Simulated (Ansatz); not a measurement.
The compound is TiH₄ (space group Im-3m, No. 229), taken as the geometry relaxed with DFT PBE, scalar-relativistic, plane waves, PAW in Ansatz; the starting structure was generated, so it need not be a known form of this composition.

```
Ti H
1.0
     4.26427    0.00000    0.00000
     0.00000    4.26427    0.00000
     0.00000    0.00000    4.26427
Ti H
2 8
Direct
  0.00000 0.00000 0.00000
  0.50000 0.50000 0.50000
  0.25000 0.25000 0.25000
  0.25000 0.25000 0.75000
  0.25000 0.75000 0.25000
  0.75000 0.25000 0.25000
  0.75000 0.75000 0.75000
  0.75000 0.75000 0.25000
  0.75000 0.25000 0.75000
  0.25000 0.75000 0.75000
```

Bonds are taken as H–Ti below 2.1 Å; no other contact counts. Atoms with one bond or none are removed and atoms with two bonds are replaced by edges, until no such atom is left.

Derive the underlying net.

The result is a uninodal 8-connected, three-periodic net: Ti is an 8-connected node. H becomes part of the edges. It is the bcu net, known from CsCl and the body-centred cubic metals. It is a single net, without interpenetration.

```
node  links  point symbol       coordination sequence
  Ti      8      4^24.6^4  8 26 56 98 152 218 296 386
```

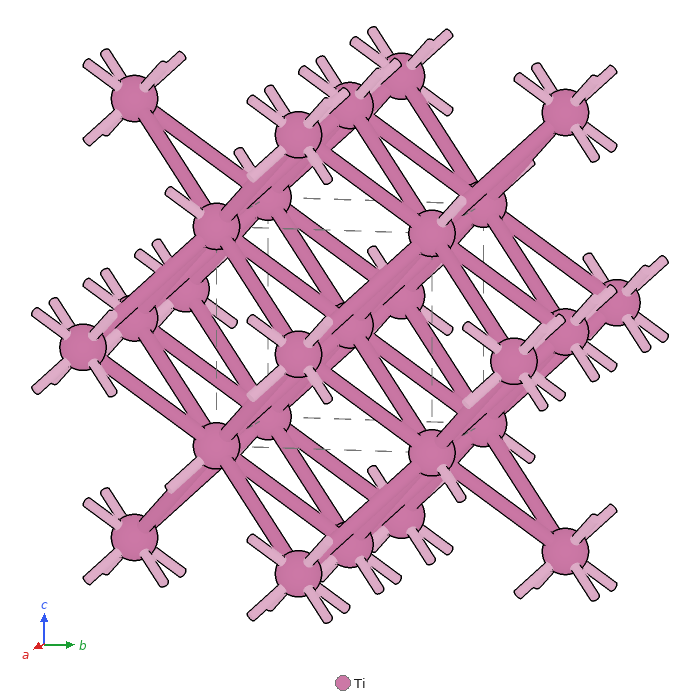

Nodes are coloured by topological kind. Short stubs are edges that leave the cut-out.
